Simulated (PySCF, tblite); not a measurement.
**CH6AlO4Si radical, a small gas-phase stand-in for a defect centre (Si site with back bonds O, [H], O[Al](O)O): EPR parameters**

Aim: the EPR parameters of `[CH2][SiH](O)[O][Al]([OH])[OH]`. It is drawn as: carbon radical.

Computed with tblite 0.8.0 and PySCF 2.14.0; each step states its level. No surroundings beyond the atoms listed, unless a continuum is named. Atoms count from 0, parts from 1.

## (1) Starting point

13 atoms, charge 0, multiplicity 2; geometry: distance geometry start.

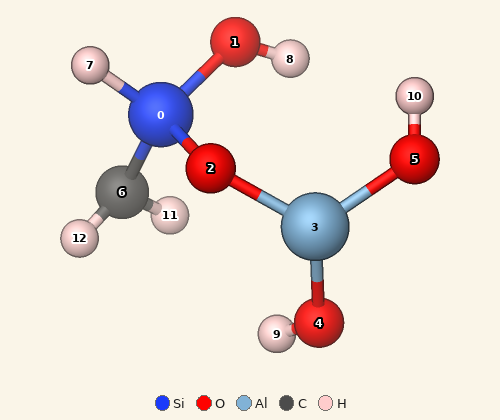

The starting geometry (silicon blue, oxygen red, aluminium light blue, carbon dark grey, hydrogen pink), atoms numbered.

## (2) Geometry optimisation with GFN2-xTB

The job: settings as JSON, then the geometry in Å.

```
{"job": {"kind": "relax", "xc": "GFN2-xTB", "basis": "xTB"}, "charge": 0, "multiplicity": 2}
Si     0.089344     1.229724     0.553020
O      1.391092     0.027339     0.373353
O     -1.137397     0.614763     1.649067
Al    -1.972914    -1.038141     1.500897
O     -3.003800    -1.318442    -0.060137
O     -0.994187    -2.519779     2.065496
C     -0.644658     1.602945    -1.080507
H      0.661106     2.411083     1.096924
H      1.242631    -0.870610     0.124479
H     -2.941533    -0.773970    -0.850993
H     -0.039950    -2.496093     2.287695
H     -0.761971     0.759834    -1.741689
H     -1.432681     2.277107    -1.073335
```

Level: GFN2-xTB geometry optimisation, gas phase.

Run with:

```sh
$ OMP_NUM_THREADS=1 python cluster_run.py task.json out
```

The driver reads the jobs from task.json and runs them one after another.

Standard output:

```text
step      E/eV     max force
  0    -663.05666    3.445
  1    -663.68790    2.522
  2    -664.40990    5.116
  3    -664.72428    1.356
  4    -664.85827    0.744
  5    -664.89817    0.647
  6    -664.92830    0.622
  7    -664.97312    0.445
  8    -664.99414    0.388
  9    -665.01178    0.380
 10    -665.02591    0.269
 11    -665.03711    0.259
 12    -665.04623    0.317
 13    -665.05811    0.415
 14    -665.07242    0.392
 15    -665.08411    0.259
 16    -665.09146    0.289
 17    -665.09895    0.297
 18    -665.10954    0.483
 19    -665.12258    0.512
 20    -665.13211    0.295
 21    -665.13868    0.181
 22    -665.14223    0.210
 23    -665.15247    0.292
 24    -665.16166    0.267
 25    -665.17160    0.252
 26    -665.17521    0.488
 27    -665.17988    0.182
 28    -665.18369    0.154
 29    -665.20704    0.345
 30    -665.22348    0.300
 31    -665.23988    0.313
 32    -665.25042    0.327
 33    -665.26420    0.308
 34    -665.27410    0.309
 35    -665.29148    0.441
 36    -665.31093    0.451
 37    -665.32688    0.393
 38    -665.34468    0.318
 39    -665.35201    0.338
 40    -665.35810    0.288
 41    -665.36964    0.278
 42    -665.38800    0.426
 43    -665.39664    0.338
 44    -665.40330    0.265
 45    -665.40903    0.186
 46    -665.41462    0.242
 47    -665.41991    0.167
 48    -665.42406    0.144
 49    -665.42692    0.134
 50    -665.42911    0.113
 51    -665.43117    0.134
 52    -665.43319    0.124
 53    -665.43473    0.082
 54    -665.43584    0.100
 55    -665.43705    0.101
 56    -665.43834    0.095
 57    -665.43977    0.095
 58    -665.44102    0.093
 59    -665.44216    0.110
 60    -665.44334    0.134
 61    -665.44509    0.153
 62    -665.44702    0.119
 63    -665.44820    0.090
 64    -665.44867    0.088
 65    -665.44902    0.072
 66    -665.44948    0.086
 67    -665.45021    0.075
 68    -665.45103    0.083
 69    -665.45173    0.058
 70    -665.45230    0.067
 71    -665.45296    0.078
 72    -665.45395    0.095
 73    -665.45499    0.134
 74    -665.45635    0.151
 75    -665.45741    0.081
 76    -665.45814    0.049
 77    -665.45839    0.058
 78    -665.45887    0.061
 79    -665.45922    0.057
 80    -665.45971    0.096
 81    -665.46025    0.102
 82    -665.46112    0.106
 83    -665.46255    0.086
 84    -665.46349    0.077
 85    -665.46444    0.089
 86    -665.46538    0.124
 87    -665.46640    0.131
 88    -665.46738    0.121
 89    -665.46748    0.165
 90    -665.46847    0.090
 91    -665.46873    0.043
 92    -665.46907    0.045
 93    -665.46931    0.049
 94    -665.46966    0.065
 95    -665.47022    0.071
 96    -665.47095    0.056
 97    -665.47161    0.037
 98    -665.47187    0.037
 99    -665.47201    0.026
100    -665.47207    0.034
101    -665.47213    0.027
102    -665.47221    0.031
103    -665.47238    0.025
104    -665.47248    0.037
105    -665.47255    0.017
106    -665.47260    0.016
107    -665.47263    0.014
108    -665.47265    0.012
109    -665.47267    0.011
110    -665.47268    0.011
111    -665.47271    0.014
112    -665.47275    0.015
113    -665.47278    0.015
114    -665.47280    0.014
115    -665.47281    0.011
116    -665.47282    0.009
117    -665.47283    0.010
118    -665.47284    0.009
119    -665.47284    0.006
```

It took 1.2 s on 1 thread of Arm Neoverse V2, shared host.

Step by step:

```csv
step,energy from step 0 (eV),largest force (eV/Å)
0,0.0000,3.4443
5,-1.8415,0.6470
10,-1.9692,0.2689
15,-2.0275,0.2583
20,-2.0755,0.2949
25,-2.1149,0.2516
30,-2.1668,0.2993
35,-2.2348,0.4412
40,-2.3014,0.2887
45,-2.3524,0.1863
50,-2.3725,0.1126
55,-2.3804,0.1014
60,-2.3867,0.1341
65,-2.3924,0.0723
70,-2.3956,0.0667
75,-2.4008,0.0807
80,-2.4031,0.0964
85,-2.4078,0.0891
90,-2.4118,0.0903
95,-2.4136,0.0706
100,-2.4154,0.0340
105,-2.4159,0.0171
110,-2.4160,0.0108
115,-2.4162,0.0112
119,-2.4162,0.0068
```

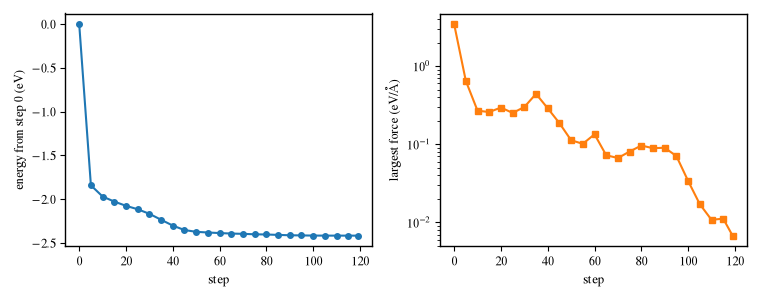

Energy and force, step by step.

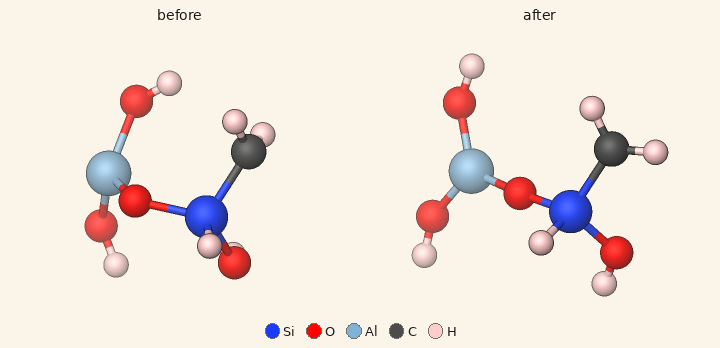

The geometry before (left) and after (right).

Distances of close pairs at the start and the end, largest changes first:

```
  bond  before (Å)  after (Å)  change (Å)
Al3–O4       1.892      1.652      -0.240
Al3–O5       1.863      1.650      -0.213
O2–Al3       1.858      1.675      -0.183
Si0–O1       1.781      1.628      -0.153
Si0–O2       1.756      1.628      -0.129
Si0–H7       1.421      1.469      +0.048
C6–H12       1.037      1.075      +0.038
O5–H10       0.980      0.946      -0.034
```

## (3) Geometry optimisation at PBE0-D3(BJ)/def2-SVP

The job: settings as JSON, then the geometry in Å.

```
{"job": {"xc": "PBE0", "basis": "def2-SVP", "d3": "d3bj", "grid": 2, "kind": "geom", "shake": 0.01}, "charge": 0, "multiplicity": 2}
Si     0.955759     1.022477    -0.132557
O      2.355032     0.430450    -0.630807
O     -0.066776    -0.131639     0.401089
Al    -1.046827    -1.368852     0.847605
O     -2.562801    -1.592409     0.138697
O     -0.673321    -2.458899     2.015162
C      0.231765     1.879784    -1.624930
H      1.145503     1.925244     1.023917
H      2.823208    -0.193483    -0.070066
H     -3.128703    -1.226082    -0.507447
H     -0.017777    -2.721201     2.654043
H      0.854313     2.338195    -2.363179
H     -0.859165     2.079045    -1.744124
```

Standard output:

```text
step   0  E = -873.70056049  max force = 0.039736
step   1  E = -873.70981653  max force = 0.006229
step   2  E = -873.71008354  max force = 0.001982
step   3  E = -873.71020241  max force = 0.001488
step   4  E = -873.71030475  max force = 0.001605
step   5  E = -873.71037423  max force = 0.001337
step   6  E = -873.71041667  max force = 0.000754
step   7  E = -873.71044616  max force = 0.000893
step   8  E = -873.71047371  max force = 0.000810
step   9  E = -873.71050773  max force = 0.000728
step  10  E = -873.71054158  max force = 0.000554
step  11  E = -873.71056884  max force = 0.000518
step  12  E = -873.71059462  max force = 0.000894
step  13  E = -873.71062998  max force = 0.001173
step  14  E = -873.71067461  max force = 0.001119
step  15  E = -873.71072920  max force = 0.000797
step  16  E = -873.71083472  max force = 0.000611
step  17  E = -873.71086172  max force = 0.000678
step  18  E = -873.71093856  max force = 0.002684
step  19  E = -873.71098537  max force = 0.002005
step  20  E = -873.71107583  max force = 0.000756
step  21  E = -873.71110504  max force = 0.000605
step  22  E = -873.71119405  max force = 0.001372
step  23  E = -873.71120208  max force = 0.000628
step  24  E = -873.71123403  max force = 0.000530
step  25  E = -873.71127466  max force = 0.000415
step  26  E = -873.71128380  max force = 0.000470
step  27  E = -873.71129189  max force = 0.000609
step  28  E = -873.71129383  max force = 0.000593
step  29  E = -873.71129871  max force = 0.000379
optimisation converged
```

Run time: 7.3 min. Hardware: 1 thread of Arm Neoverse V2, shared host; peak memory 0.7 GiB.

Along the way:

| step | energy from step 0 (eV) | largest force component (eV/Å) |
| --- | --- | --- |
| 0 | 0.0000 | 2.0433 |
| 1 | -0.2519 | 0.3203 |
| 2 | -0.2591 | 0.1019 |
| 3 | -0.2624 | 0.0765 |
| 4 | -0.2652 | 0.0825 |
| 5 | -0.2670 | 0.0688 |
| 6 | -0.2682 | 0.0388 |
| 7 | -0.2690 | 0.0459 |
| 8 | -0.2698 | 0.0417 |
| 9 | -0.2707 | 0.0374 |
| 10 | -0.2716 | 0.0285 |
| 11 | -0.2723 | 0.0266 |
| 12 | -0.2730 | 0.0460 |
| 13 | -0.2740 | 0.0603 |
| 14 | -0.2752 | 0.0575 |
| 15 | -0.2767 | 0.0410 |
| 16 | -0.2796 | 0.0314 |
| 17 | -0.2803 | 0.0349 |
| 18 | -0.2824 | 0.1380 |
| 19 | -0.2837 | 0.1031 |
| 20 | -0.2861 | 0.0389 |
| 21 | -0.2869 | 0.0311 |
| 22 | -0.2894 | 0.0706 |
| 23 | -0.2896 | 0.0323 |
| 24 | -0.2904 | 0.0273 |
| 25 | -0.2915 | 0.0213 |
| 26 | -0.2918 | 0.0242 |
| 27 | -0.2920 | 0.0313 |
| 28 | -0.2921 | 0.0305 |
| 29 | -0.2922 | 0.0195 |

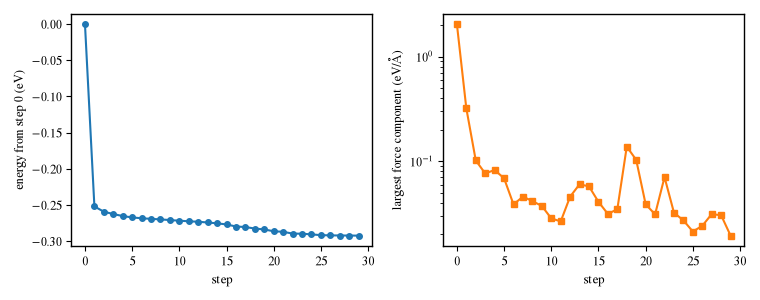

Energy and force, step by step.

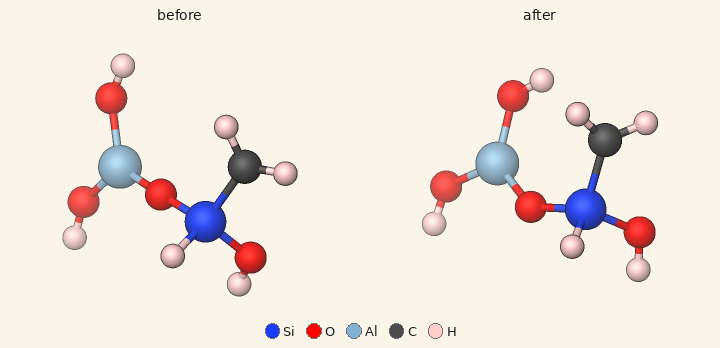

Before and after, at one scale.

Distances of close pairs at the start and the end, largest changes first:

```
  bond  before (Å)  after (Å)  change (Å)
O2–Al3       1.640      1.706      +0.066
Si0–O1       1.599      1.662      +0.063
Al3–O5       1.640      1.691      +0.051
C6–H11       1.069      1.096      +0.027
 O4–H9       0.934      0.959      +0.025
Si0–C6       1.867      1.846      -0.021
C6–H12       1.115      1.096      -0.019
Si0–O2       1.632      1.649      +0.017
```

The final coordinates are the input of the step that follows.

```
                         at the end point                value
  point group (found at 0.08 Å tolerance)                   C1
rotational constants (GHz, main isotopes)  3.126, 1.002, 0.847
                        dipole moment (D)                 2.14
                                     ⟨S²⟩                0.754
```

## (4) g tensor and hyperfine couplings: B3LYP/IGLO-III+pcH-1

The job: settings as JSON, then the geometry in Å.

```
{"job": {"kind": "epr"}, "charge": 0, "multiplicity": 2}
Si     0.874551     0.957644    -0.139951
O      2.129204     0.279442    -0.992528
O      0.226087    -0.120393     0.926271
Al    -0.988324    -1.314648     1.020746
O     -2.167900    -1.479749    -0.182635
O     -1.061402    -2.369487     2.340634
C     -0.366072     1.444607    -1.417861
H      1.350900     2.122492     0.662292
H      2.915235     0.050274    -0.489261
H     -2.182610    -0.923542    -0.963735
H     -0.444519    -2.343222     3.072562
H     -0.178788     1.323501    -2.490693
H     -1.314796     1.932335    -1.164713
```

Method: UKS B3LYP, IGLO-III on Al C O Si, pcH-1 on H, non-relativistic, mean-field spin-orbit, GIAO.

Standard output:

```text
UKS, coarse grid
  cycle   1  E = -874.51780535  |g| = 1.17e+00
  cycle   2  E = -873.35165429  |g| = 2.09e+00
  cycle   3  E = -874.98332826  |g| = 1.17e-01
  cycle   4  E = -874.98751747  |g| = 7.11e-02
  cycle   5  E = -874.98973938  |g| = 1.78e-02
  cycle   6  E = -874.98983115  |g| = 7.74e-03
  cycle   7  E = -874.98985324  |g| = 1.80e-03
  cycle   8  E = -874.98985511  |g| = 1.02e-03
  cycle   9  E = -874.98985551  |g| = 3.75e-04
UKS, final grid
  cycle   1  E = -874.98988991  |g| = 6.04e-04
  cycle   2  E = -874.98988964  |g| = 1.09e-03
  cycle   3  E = -874.98989004  |g| = 5.70e-05
  cycle   4  E = -874.98989004  |g| = 3.64e-05
  cycle   5  E = -874.98989004  |g| = 1.38e-05
E = -874.98989004 Eh   <S^2> = 0.7534 (exact 0.7500)
g shifts (ppm)      1          2          3
  rmc          -129       -129       -129
  gc             17         27         38
  oz_so          32        290        651
  total         -80        188        560
hyperfine (MHz)  atom isotope    a_iso     a_fc   dipolar eigenvalues
    0  29Si      46.20      46.26     -2.55     -0.04      2.59
    1   17O       1.63       1.63     -2.20      0.61      1.59
    2   17O      -8.46      -8.45     -6.65      3.32      3.34
    3  27Al      -2.37      -2.37     -0.50     -0.26      0.75
    4   17O      -0.06      -0.05     -3.03      1.46      1.57
    5   17O      -0.18      -0.18     -0.28      0.12      0.16
    6   13C      71.90      72.06    -74.05    -73.87    147.92
    7    1H      27.38      27.38     -3.70     -1.79      5.49
    8    1H      -2.15      -2.15     -1.87     -1.49      3.37
    9    1H      -1.46      -1.46     -4.56     -2.30      6.86
   10    1H      -0.05      -0.05     -0.48     -0.39      0.88
   11    1H     -57.66     -57.66    -35.98     -0.70     36.68
   12    1H     -57.30     -57.31    -36.03     -0.76     36.79
```

Run time: 97 s. Hardware: 1 thread of Arm Neoverse V2, shared host; peak memory 1.3 GiB.

Principal g values 2.00224, 2.00251, 2.00288; g(iso) = 2.00254, against 2.00232 for a free electron.

Hyperfine couplings, nucleus by nucleus at this fixed geometry (no averaging over rotations):

```
nuclei  isotope  a(iso) (MHz)  a(iso) (G, at g = 2.0023)  largest dipolar term (MHz)
    C6      13C          71.9                       25.7                       147.9
   H11       1H         -57.7                      -20.6                        36.7
   H12       1H         -57.3                      -20.4                        36.8
   Si0     29Si          46.2                       16.5                         2.6
    H7       1H          27.4                        9.8                         5.5
    O2      17O          -8.5                       -3.0                        -6.7
   Al3     27Al          -2.4                       -0.8                         0.8
    H8       1H          -2.1                       -0.8                         3.4
    O1      17O           1.6                        0.6                        -2.2
    H9       1H          -1.5                       -0.5                         6.9
    O5      17O          -0.2                       -0.1                        -0.3
    O4      17O          -0.1                        0.0                        -3.0
   H10       1H           0.0                        0.0                         0.9
```

Mulliken spin populations:

Si0 0.01; O1 0.00; O2 0.01; Al3 0.00; O4 0.00; O5 0.00; C6 1.04; H7 0.01; H8 0.00; H9 0.00; H10 0.00; H11 -0.05; H12 -0.04

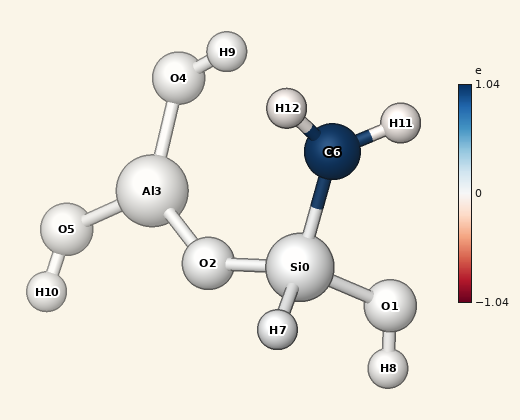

Mulliken spin populations, as colours on the atoms.

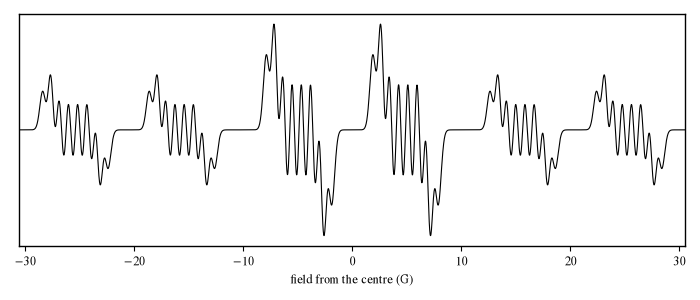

First-order isotropic spectrum (first derivative, main isotopes with spin only, couplings over 0.8 MHz, Gaussian width 0.3 G; couplings of the frozen geometry, rotation of groups not averaged beyond the rows shown).

Orbitals, density, ELF and potential are computed afterwards from the orbital file.

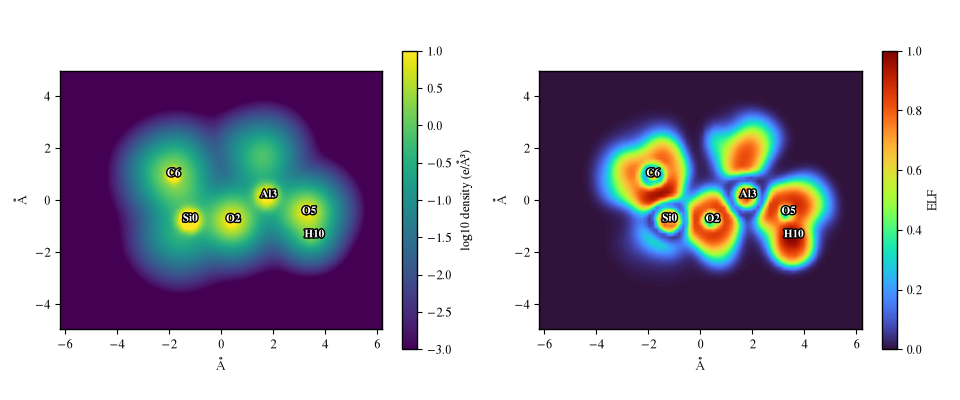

Density (left) and ELF (right) in a plane through or near 6 of the atoms.

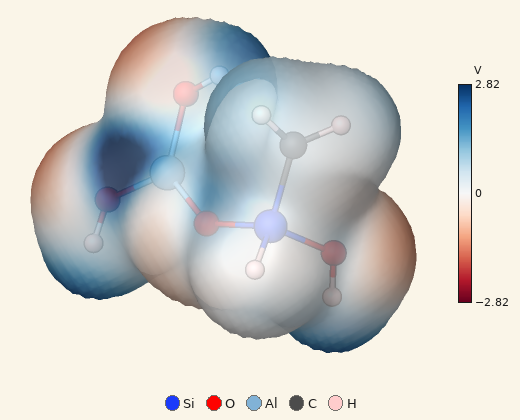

Electrostatic potential on the surface of density 0.002 e/bohr³; red is low, blue high. It runs from -1.55 V near O4 to 2.82 V near Al3.

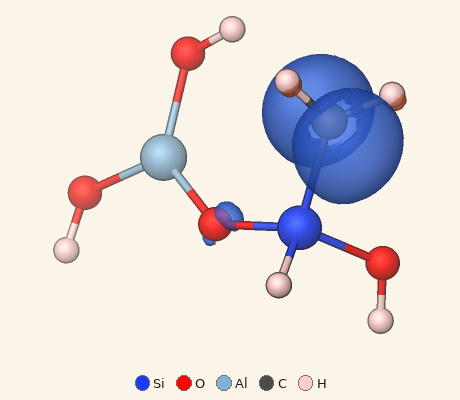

Spin density at ±0.04 e/Å³ (alpha excess blue, beta excess red).

## (5) g tensor and hyperfine couplings: BHandHLYP/IGLO-III+pcH-1

Settings changed since step 4:

```diff
@@ -1,2 +1,2 @@
-{"job": {"kind": "epr"}, "charge": 0, "multiplicity": 2}
+{"job": {"kind": "epr", "xc": "BHandHLYP"}, "charge": 0, "multiplicity": 2}
 Si     0.874551     0.957644    -0.139951
```

With the program's defaults for keys left out, this is: UKS BHandHLYP, IGLO-III on Al C O Si, pcH-1 on H, non-relativistic, mean-field spin-orbit, GIAO.

Standard output:

```text
UKS, coarse grid
  cycle   1  E = -874.44715895  |g| = 9.62e-01
  cycle   2  E = -874.28116331  |g| = 1.20e+00
  cycle   3  E = -874.77510035  |g| = 4.47e-02
  cycle   4  E = -874.77607276  |g| = 2.09e-02
  cycle   5  E = -874.77624838  |g| = 9.27e-03
  cycle   6  E = -874.77628931  |g| = 2.91e-03
  cycle   7  E = -874.77629745  |g| = 1.35e-03
  cycle   8  E = -874.77629931  |g| = 5.61e-04
UKS, final grid
  cycle   1  E = -874.77632335  |g| = 5.76e-04
  cycle   2  E = -874.77632334  |g| = 7.22e-04
  cycle   3  E = -874.77632352  |g| = 7.97e-05
  cycle   4  E = -874.77632353  |g| = 5.90e-05
  cycle   5  E = -874.77632354  |g| = 1.22e-05
E = -874.77632354 Eh   <S^2> = 0.7545 (exact 0.7500)
g shifts (ppm)      1          2          3
  rmc          -128       -128       -128
  gc             15         28         37
  oz_so          35        269        617
  total         -78        170        527
hyperfine (MHz)  atom isotope    a_iso     a_fc   dipolar eigenvalues
    0  29Si      55.23      55.29     -2.80     -0.52      3.32
    1   17O       1.70       1.71     -1.66      0.34      1.32
    2   17O      -8.86      -8.85     -5.76      2.86      2.89
    3  27Al      -2.27      -2.28     -0.46     -0.29      0.76
    4   17O      -0.05      -0.05     -2.79      1.33      1.45
    5   17O      -0.13      -0.13     -0.22      0.10      0.13
    6   13C      92.05      92.22    -73.44    -72.95    146.39
    7    1H      25.53      25.53     -3.66     -1.91      5.57
    8    1H      -2.24      -2.24     -1.80     -1.46      3.26
    9    1H      -1.96      -1.96     -4.54     -2.41      6.95
   10    1H      -0.03      -0.03     -0.46     -0.40      0.86
   11    1H     -66.88     -66.88    -36.82     -0.70     37.52
   12    1H     -65.96     -65.96    -36.88     -0.78     37.66
```

It took 97 s on 1 thread of Arm Neoverse V2, shared host; peak memory 1.2 GiB.

In short: g(iso) 2.00253.

## (6) Side by side: EPR parameters

g, ⟨S²⟩ and isotropic hyperfine couplings (MHz), with basis size and wall time:

| run | g(iso) | ⟨S²⟩ | 13C C6 | 1H H11 | 1H H12 | 29Si Si0 | 1H H7 | functions | time |
| --- | --- | --- | --- | --- | --- | --- | --- | --- | --- |
| B3LYP/IGLO-III+pcH-1 | 2.00254 | 0.753 | 71.9 | -57.7 | -57.3 | 46.2 | 27.4 | 323 | 97 s |
| BHandHLYP/IGLO-III+pcH-1 | 2.00253 | 0.755 | 92.1 | -66.9 | -66.0 | 55.2 | 25.5 | 323 | 97 s |

## (7) Outcome

| quantity | value |
| --- | --- |
| point group | C1 |
| rotational constants (main isotopes) | 3.13, 1.00, 0.85 GHz |
| g(iso) (B3LYP) | 2.00254 |
| ⟨S²⟩ | 0.753 (exact 0.75) |
| largest a(iso) | 13C on C6, 71.9 MHz |
| potential on the surface of density 0.002 e/bohr³, 1st and 99th percentile | -1.55 V and 2.82 V |

In words: The start of the PBE0/def2-SVP relaxation was shaken at random by about 0.01 Å, so part of the energy gained, and of the first lengths quoted, undoes that. The optimisation took 29 steps and gained 0.292 eV; among the close pairs (by a distance rule), O2–Al3 changed most, from 1.640 to 1.706 Å (PBE0/def2-SVP). No frequency check was run at this level, so the end point may be a saddle. C6 carries the largest spin population, 1.04 e. The isotropic g lies 0.2 ppt above the free-electron value. The coupling of 13C on C6 runs from 71.9 (B3LYP/IGLO-III+pcH-1) to 92.1 MHz (BHandHLYP/IGLO-III+pcH-1). A capped cluster stands for the solid here, so long-range fields and strain are missing, and bands or shifts of the capping hydrogens have no counterpart in it.
